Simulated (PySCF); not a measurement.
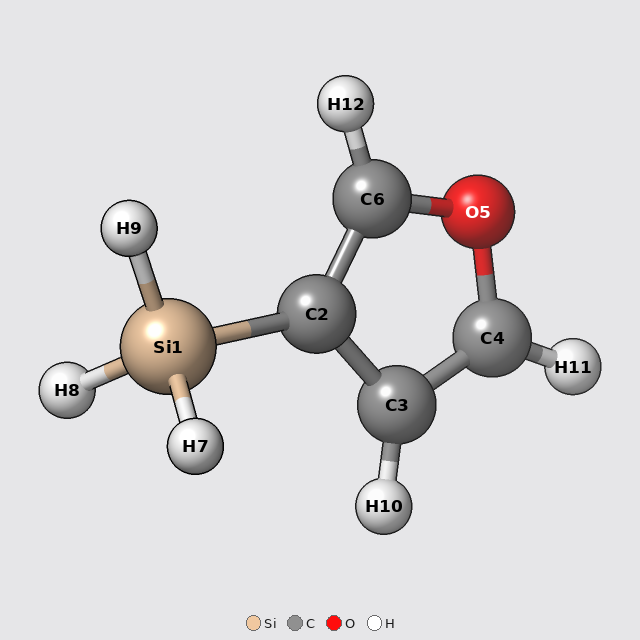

The geometry was computed by an optimisation with GFN2-xTB. No frequency run is at hand to confirm it as a minimum. Level of theory: delta-SCF UKS SCAN, pcX-2 on the ionised atom, pcseg-1 elsewhere, spin-free X2C (PySCF 2.14.0).

Give the core-electron binding energies (to vacuum; p and d levels without spin–orbit splitting) of Si1 1s, Si1 2p, C2 1s, C3 1s, C4 1s, O5 1s, C6 1s.

| atom | level | binding energy (eV) |
| --- | --- | --- |
| Si1 | 1s | 1846.5 |
| Si1 | 2p | 106.9 |
| C2 | 1s | 290.0 |
| C3 | 1s | 290.4 |
| C4 | 1s | 291.6 |
| O5 | 1s | 540.1 |
| C6 | 1s | 291.5 |

The geometry is semi-empirical. Around Si such bond lengths and angles can be off by a tenth of an ångström or more and by several degrees, and values that hang on the shape move with them.
